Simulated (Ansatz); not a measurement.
**BClH₄Si: one structure at several levels**

How do the functionals fare away from a minimum? The structure is a structure displaced at random from a GFN2-xTB minimum.

Computed with Ansatz 0.2.0, Gaussian basis. Level: single points in def2-TZVPP.

Cores are frozen in the correlated methods.

## Step 1: Where the work starts

SMILES `B[SiH2]Cl`, 7 atoms, charge 0, spin multiplicity 1.

Atoms are counted from 1 here; the program's logs count them from 0.

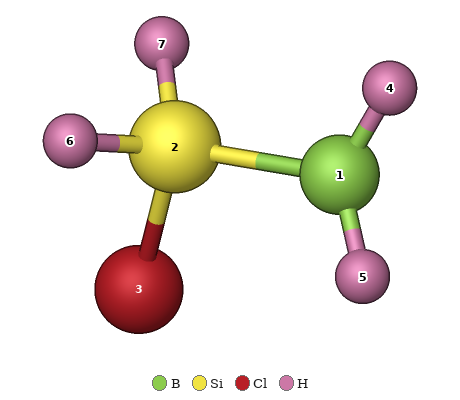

The starting geometry (boron green, silicon yellow, chlorine red, hydrogen pink); atoms are numbered from 1 in the order of the file.

As a file:

```
B    -1.0559    0.0971   -0.7801
Si    0.5921   -0.1312    0.4387
Cl    1.8247    1.4566    0.2400
H    -1.6621   -0.8698   -1.0665
H    -1.4947    1.1890   -0.8887
H     0.3282   -0.1771    1.8155
H     1.4844   -1.2288    0.2151
```

## Step 2: CCSD(T)/def2-TZVPP

The input, run/in.yaml:

```yaml
crystal:
  periodic: [false, false, false]
  atoms:
    - {symbol: B, position_ang: [-1.055900, 0.097100, -0.780100]}
    - {symbol: Si, position_ang: [0.592100, -0.131200, 0.438700]}
    - {symbol: Cl, position_ang: [1.824700, 1.456600, 0.240000]}
    - {symbol: H, position_ang: [-1.662100, -0.869800, -1.066500]}
    - {symbol: H, position_ang: [-1.494700, 1.189000, -0.888700]}
    - {symbol: H, position_ang: [0.328200, -0.177100, 1.815500]}
    - {symbol: H, position_ang: [1.484400, -1.228800, 0.215100]}
basis:
  gaussian: {orbitals: def2-TZVPP}
correlation: {method: ccsd_t}
output: {forces: true}
```

The command line of these runs was not kept.

## Step 3: PBE0-D4/def2-TZVPP

run/in.yaml: that of step 2 with these lines changed.

```diff
@@ -12,3 +12,3 @@
   gaussian: {orbitals: def2-TZVPP}
-correlation: {method: ccsd_t}
-output: {forces: true}
+hamiltonian: {xc: pbe0, dispersion: d4}
+output: {forces: true, orbitals: {seedname: orbitals}}
```

## Step 4: wB97M-V/def2-TZVPP

run/in.yaml: that of step 3 with these lines changed.

```diff
@@ -12,3 +12,3 @@
   gaussian: {orbitals: def2-TZVPP}
-hamiltonian: {xc: pbe0, dispersion: d4}
-output: {forces: true, orbitals: {seedname: orbitals}}
+hamiltonian: {xc: {name: wB97M-V}}
+output: {forces: true}
```

## Step 5: r2SCAN-D4/def2-TZVPP

run/in.yaml: that of step 4 with these lines changed.

```diff
@@ -12,3 +12,3 @@
   gaussian: {orbitals: def2-TZVPP}
-hamiltonian: {xc: {name: wB97M-V}}
+hamiltonian: {xc: r2scan, dispersion: d4}
 output: {forces: true}
```

## Step 6: PBE-D4/def2-TZVPP

run/in.yaml: that of step 5 with these lines changed.

```diff
@@ -12,3 +12,3 @@
   gaussian: {orbitals: def2-TZVPP}
-hamiltonian: {xc: r2scan, dispersion: d4}
+hamiltonian: {xc: pbe, dispersion: d4}
 output: {forces: true}
```

## Step 7: wB97X-V/def2-TZVPP

run/in.yaml: that of step 6 with these lines changed.

```diff
@@ -12,3 +12,3 @@
   gaussian: {orbitals: def2-TZVPP}
-hamiltonian: {xc: pbe, dispersion: d4}
+hamiltonian: {xc: {name: wB97X-V}}
 output: {forces: true}
```

## Step 8: CAM-B3LYP-D4/def2-TZVPP

run/in.yaml: that of step 7 with these lines changed.

```diff
@@ -12,3 +12,3 @@
   gaussian: {orbitals: def2-TZVPP}
-hamiltonian: {xc: {name: wB97X-V}}
+hamiltonian: {xc: {name: CAM-B3LYP}, dispersion: d4}
 output: {forces: true}
```

(Steps that only read results are left out.)

Q: Predict the outcome of this session. Wanted: energy less free atoms, CCSD(T)/def2-TZVPP; RMS force component; RMS force error; HOMO and LUMO, PBE0-D4; T1 diagnostic.

As calculated:

| quantity | value |
| --- | --- |
| energy less free atoms, CCSD(T)/def2-TZVPP | -2024.0 kJ/mol |
| RMS force component | 0.739 to 0.862 eV/Å over the methods |
| RMS force error | PBE0-D4 0.075, wB97M-V 0.057, r2SCAN-D4 0.065, PBE-D4 0.141, wB97X-V 0.045, CAM-B3LYP-D4 0.051 eV/Å |
| HOMO and LUMO, PBE0-D4 | -8.18 and -2.90 eV |
| T1 diagnostic | 0.009 |

**Reading.** Against CCSD(T) the functionals' energies less atoms differ by -74.1 to -45.2 kJ/mol, PBE-D4 by -45.2 kJ/mol. The reference is not at the basis limit: in triple zeta CCSD(T) underbinds, which counts against methods that bind more; the gaps are no ranking. For forces wB97X-V does best and PBE-D4 worst. Frozen-core CCSD(T) forces in triple zeta carry basis errors of their own, and this is one geometry, so small gaps rank nothing.
